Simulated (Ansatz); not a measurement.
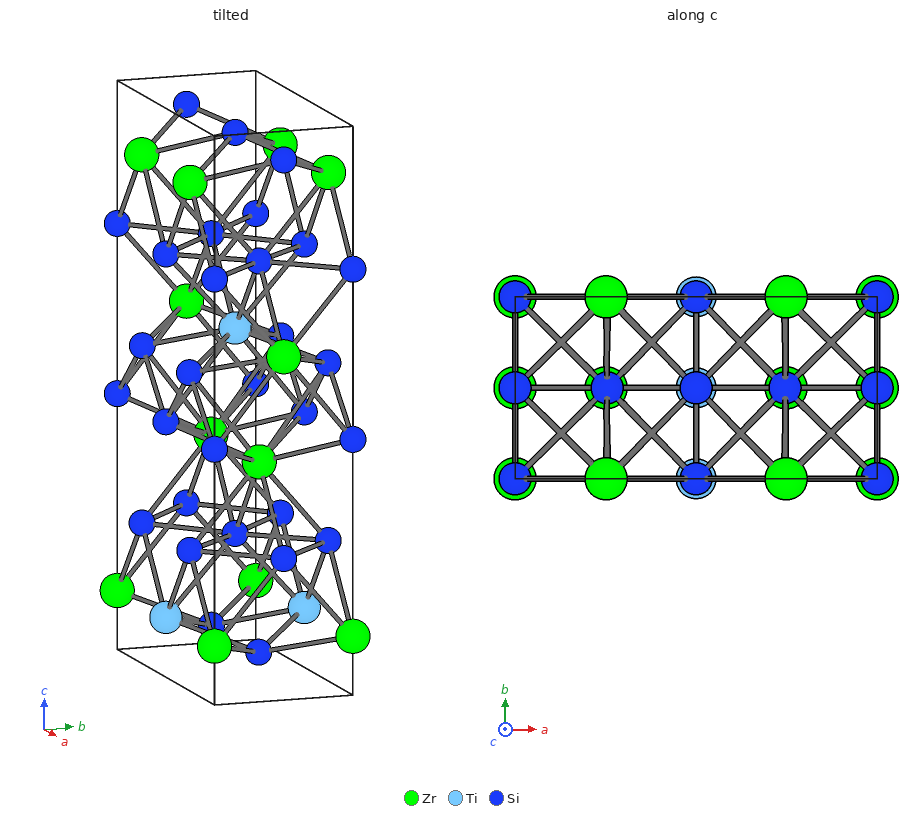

Ball-and-stick drawing of the structure, looking slightly off an axis and along the c axis. The lines enclose the conventional unit cell; boundary atoms appear with their images.

Zr3TiSi8, space group Amm2 (No. 38), a = 7.305 Å, b = 3.670 Å, c = 14.521 Å, α = 90.00°, β = 90.00°, γ = 90.00°. The structure comes from a structure type filled with these elements by a generator (whether the compound takes this form wasn't checked). Earlier steps of the study may have refined or changed the cell and positions. A calculation with Ansatz used it as input.

This one geometry was computed with Ansatz (DFT, plane waves, PAW) at three levels of theory: r2SCAN, PBE and PBEsol.

Which level gives the highest pressure at this volume, and what does that say about its equilibrium volume?

Highest: PBE (0.0 GPa), which points to the largest equilibrium volume. Lowest, with the smallest volume: PBEsol (-3.7 GPa). Levels within 0.5 GPa of each other can't be told apart.

How does the band gap change with the level of theory?

All levels give a metal.

Collect the results in a table.

| level | cutoff (eV) | k-mesh of the run's cell | gap (eV) | pressure (GPa) |
| --- | --- | --- | --- | --- |
| r2SCAN | 500 | 6×10×10 | metal | -1.0 |
| PBE | 420 | 6×10×10 | metal | 0.0 |
| PBEsol | 420 | 6×10×10 | metal | -3.7 |

Gaps are taken on the k-mesh or band path of each run.
